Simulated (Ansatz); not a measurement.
**C₂H₇BTe: geometry optimisation**

The task: find the minimum of C₂H₇BTe nearest to the start.

Computed with Ansatz 0.2.0. Level: RKS BHLYP-D4/def2-SVP.

## Step 1: Starting geometry

SMILES `BC(C)[TeH]`, 11 atoms, charge 0, spin multiplicity 1.

Atoms are counted from 1 here; the program's logs count them from 0.

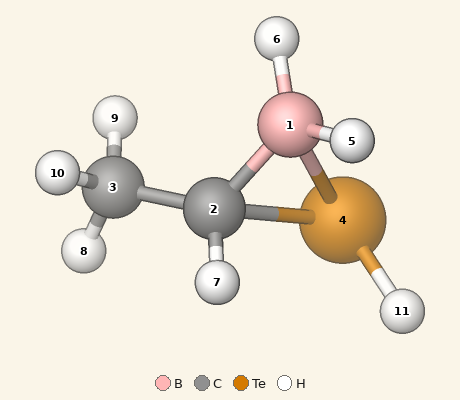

Start geometry, drawn with boron pink, carbon grey, tellurium orange, hydrogen white; atoms are numbered from 1 in the order of the file.

Coordinates:

```mol
C2H7BTe
  3D, bonds by distance, orders not assigned

 11 11  0  0  0  0  0  0  0  0999 V2000
   -0.6397    1.0636   -0.6067 B   0  0
    0.3183   -0.1117   -0.2434 C   0  0
    1.0602   -0.2155    1.0698 C   0  0
   -1.7658   -1.0371   -0.1461 Te  0  0
   -0.8602    1.3475   -1.7694 H   0  0
   -1.0027    1.8087    0.2906 H   0  0
    0.8040   -0.6656   -1.0696 H   0  0
    1.3455   -1.2516    1.3418 H   0  0
    0.4904    0.2319    1.9095 H   0  0
    1.9998    0.3734    0.9737 H   0  0
   -1.6845   -1.6006   -1.7295 H   0  0
  1  2  8  0
  1  4  8  0
  1  5  8  0
  1  6  8  0
  2  3  8  0
  2  4  8  0
  2  7  8  0
  3  8  8  0
  3  9  8  0
  3 10  8  0
  4 11  8  0
M  END
```

## Step 2: Relaxation

File input.yaml:

```yaml
crystal:
  periodic: [false, false, false]
  atoms:
    - { symbol: B, position_ang: [-0.639699, 1.063573, -0.606736] }
    - { symbol: C, position_ang: [0.318266, -0.111713, -0.243375] }
    - { symbol: C, position_ang: [1.060203, -0.215459, 1.069795] }
    - { symbol: Te, position_ang: [-1.765821, -1.037052, -0.146066] }
    - { symbol: H, position_ang: [-0.860204, 1.347541, -1.769429] }
    - { symbol: H, position_ang: [-1.002739, 1.808671, 0.290584] }
    - { symbol: H, position_ang: [0.804011, -0.665593, -1.069598] }
    - { symbol: H, position_ang: [1.345518, -1.251629, 1.341798] }
    - { symbol: H, position_ang: [0.490415, 0.231929, 1.909488] }
    - { symbol: H, position_ang: [1.999828, 0.373402, 0.973736] }
    - { symbol: H, position_ang: [-1.684479, -1.600571, -1.729498] }
basis:
  gaussian: { orbitals: def2-SVP }
hamiltonian:
  xc: { name: BHLYP }
  dispersion: d4
output:
  forces: true
relax:
  f_tol: 0.003
  max_steps: 120
```

Run with:

```console
$ ansatz run input.yaml --threads 1 --pin off --max-ram 2560MiB --backend cpu --events-out ev --progress --plain --runs-dir out
```

**Question.** What will these runs give? Wanted: energy gained; root mean square move; dipole moment.

The runs gave:

| quantity | value |
| --- | --- |
| energy gained | 0.0661 eV |
| root mean square move | 0.051 Å |
| dipole moment | 1.73 D |

Bond lengths: B1–C2 1.542 Å, B1–H5 1.198 Å, B1–H6 1.201 Å, C2–C3 1.508 Å, C2–Te4 2.249 Å, C2–H7 1.089 Å, C3–H8 1.093 Å, C3–H9 1.093 Å, C3–H10 1.096 Å, Te4–H11 1.653 Å. Angles: C2–B1–H5 120.5°, C2–B1–H6 118.9°, H5–B1–H6 120.4°, B1–C2–C3 122.5°, B1–C2–Te4 81.5°, B1–C2–H7 117.6°, C3–C2–Te4 111.2°, C3–C2–H7 113.2°, Te4–C2–H7 103.7°, C2–C3–H8 113.0°, C2–C3–H9 111.9°, C2–C3–H10 108.4°, H8–C3–H9 108.6°, H8–C3–H10 107.8°, H9–C3–H10 106.9°, C2–Te4–H11 93.9°. No frequencies were computed here.
